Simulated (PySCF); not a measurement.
# CH2F3N (CF3NH2): the cost of one run

Programs: PySCF 2.14.0, with density-fitted response routines of our own. Each step states its level of theory. These are calculated values for one molecule in the gas phase, unless marked as measured. Atoms count from 0, in the outputs and in this text.

## 1. Starting geometry

7 atoms, charge 0, multiplicity 1; geometry from: MMFF94s. The atoms were then displaced at random by about 0.03 Å, so the start is not that level's minimum.

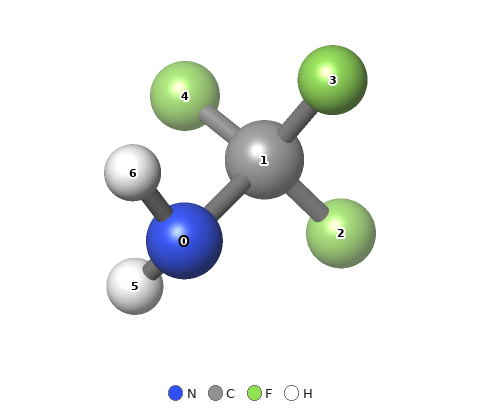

As it starts; nitrogen blue, carbon grey, fluorine green, hydrogen white, atoms numbered; sticks join atoms by distance.

## 2. Optimising the geometry at PBE0-D3(BJ)/def2-SVP

The job: settings as JSON, then the geometry in Å.

```
{"job": {"xc": "PBE0", "basis": "def2-SVP", "d3": "d3bj", "grid": 1, "shake": 0.03, "kind": "geom"}, "charge": 0, "multiplicity": 1}
N      0.947820    -0.207940    -0.309550
C     -0.512390     0.115700    -0.076740
F     -1.328740    -0.686060    -0.838690
F     -0.689540     1.416540    -0.356390
F     -0.757020    -0.123320     1.198150
H      1.018400    -1.071280    -0.019380
H      1.413330     0.454360     0.334070
```

Command:

```sh
$ OMP_NUM_THREADS=1 python probes_run.py task.json out
```

The driver reads the jobs from task.json and runs them one after another.

Q: Estimate the wall time and peak memory of this first job on 1 thread of Arm Neoverse V1, shared host.

About 13 s, with a peak of 0.32 GiB.
